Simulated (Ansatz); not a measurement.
**C2H5NSi: density, localisation and related maps**

```xyz
9

C    -0.7416    0.4932   -0.9742
N     0.5118    0.7550   -1.0534
C     1.1126    0.0929    0.1364
Si   -0.6253   -0.5042    0.6071
H    -1.4370    0.8601   -1.7282
H     1.8565   -0.6476   -0.1649
H     1.6059    0.8243    0.7800
H    -0.9270   -1.9621    0.5441
H    -1.2675    0.0419    1.8359
```

Geometry: PBE0-D4/def2-TZVP.

Theory: RKS PBE0-D4/def2-TZVPP in Ansatz 0.2.0.

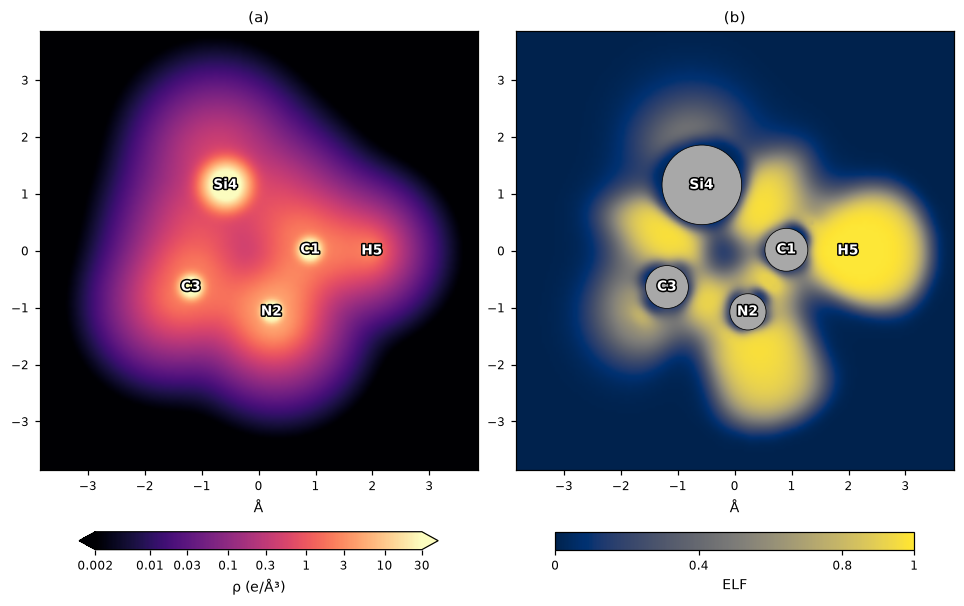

Figure 1. (a) electron density; (b) ELF on the plane of atoms N2, C1 and H5. Grey discs cover the atomic cores in the ELF map.

Interpret the plot.

The plane passes through C, N, Si and H nuclei. C–N (1.28 Å): the density is about 2.8 e/Å³ at the midpoint; the ELF peaks at about 0.90 between the atoms, as expected for a covalent bond. C–Si (1.87 Å): ρ at the midpoint is about 0.92 e/Å³; the ELF peaks at about 0.95 between the atoms; a covalent bond. C–H (1.09 Å): ρ at the midpoint is about 2.1 e/Å³; the ELF climbs to about 1 towards the hydrogen, as it does in any bond to H: an ordinary covalent bond to hydrogen. The ELF also peaks beside N2, away from the bonds: lone-pair regions.

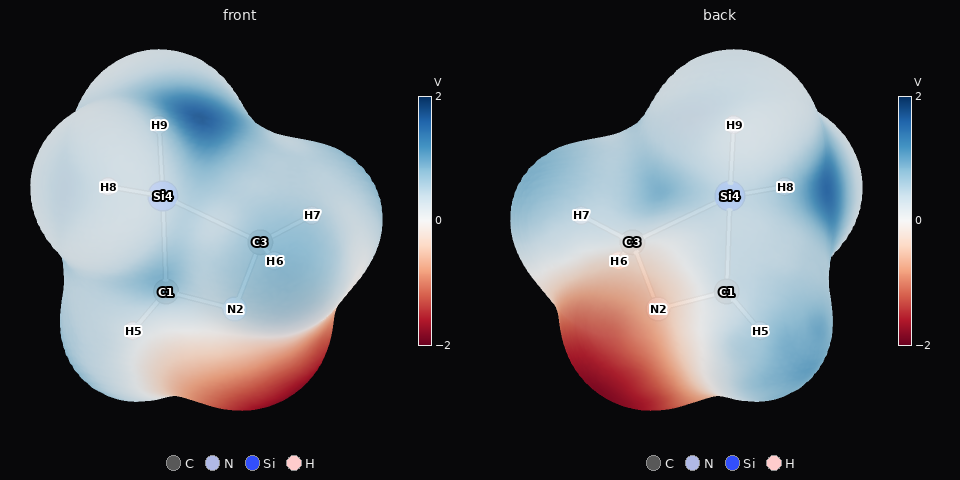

Figure 2. The molecular electrostatic potential painted on the density surface at 0.002 e/bohr³, seen from the front and from behind; red is negative and blue positive.

Which sites attract a positive test charge, and which a negative one?

A positive charge is drawn to the negative regions and a negative charge to the positive ones. The most negative region (about −1.8 V, or −42 kcal/mol for a unit charge) lies over N2, the most positive (about +1.6 V, or +37 kcal/mol for a unit charge) over Si4. N2 is the likeliest acceptor of a hydrogen bond.

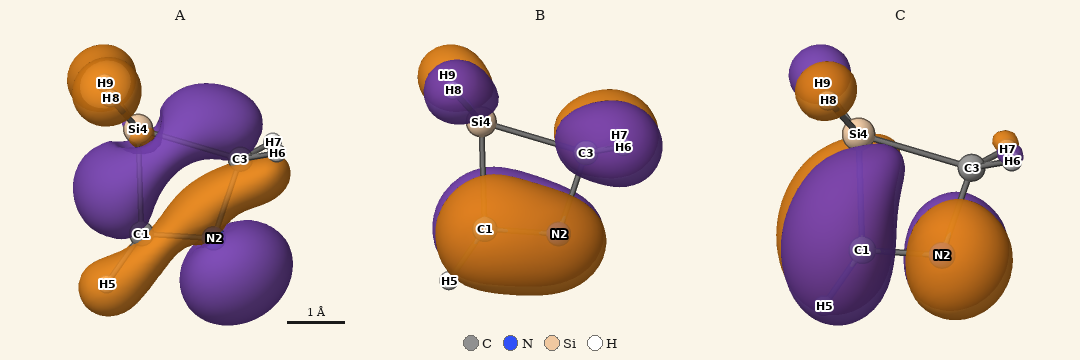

Figure 3. Three frontier orbitals at ±0.1 Å⁻³ᐟ² (orange and purple are the two phases), in no order.

Order the three orbitals by energy and name them.

B is the HOMO−1 (−8.84 eV). By Hirshfeld shares it lies mainly on N2 (about 35 %), C1 (about 30 %) and C3 (about 10 %); π-bonding across N2–C1. A is the HOMO (−6.88 eV). Its weight (Hirshfeld) is mainly on N2 (about 50 %), Si4 (about 15 %), C1 (about 15 %) and C3 (about 10 %). C is the LUMO (−0.82 eV). By Hirshfeld shares it lies mainly on N2 (about 35 %), C1 (about 35 %) and Si4 (about 15 %); π-antibonding (π*) across N2–C1.

What is the HOMO–LUMO gap?

6.06 eV between the orbital energies.
